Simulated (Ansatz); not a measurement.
The figure comes from a scan of Al (fcc, Cu type): one Al atom of a 4-atom cell moves by s along Cartesian x, with its periodic images. Computed with PBE (plane waves to 420 eV, PAW, scalar-relativistic; Ansatz, a first-principles code). k mesh 9×9×9 (Γ-centred), Fermi-Dirac smearing 0.05 eV. E stands for the smeared free energy. With partly filled bands, energies and forces of such displacements shift with the k mesh and the smearing. On this mesh the relaxed cell isn't quite at rest: it carries a pressure of 0.2 GPa (compression positive) at the zero of the scan. Al was relaxed with its symmetry unable to fall. The PAW data are Ansatz's earlier set. ΔE is measured from the undisplaced structure.

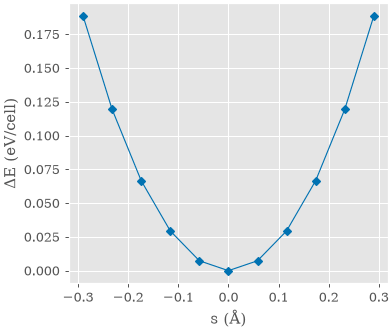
Fig. 1. ΔE (eV/cell) against s (Å); one marker a computed point.

Task: List the plotted points as numbers.

Result: To the nearest 0.005:

```json
[
 {"s (Å)": "-0.290", "ΔE (eV/cell)": "0.190"},
 {"s (Å)": "-0.232", "ΔE (eV/cell)": "0.120"},
 {"s (Å)": "-0.174", "ΔE (eV/cell)": "0.065"},
 {"s (Å)": "-0.116", "ΔE (eV/cell)": "0.030"},
 {"s (Å)": "-0.058", "ΔE (eV/cell)": "0.005"},
 {"s (Å)": "0.000", "ΔE (eV/cell)": "0.000"},
 {"s (Å)": "0.058", "ΔE (eV/cell)": "0.005"},
 {"s (Å)": "0.116", "ΔE (eV/cell)": "0.030"},
 {"s (Å)": "0.174", "ΔE (eV/cell)": "0.065"},
 {"s (Å)": "0.232", "ΔE (eV/cell)": "0.120"},
 {"s (Å)": "0.290", "ΔE (eV/cell)": "0.190"}
]
```

(For displaced atoms, the force is minus the slope of the energy, and its curvature is a force constant, which sets phonon frequencies.)
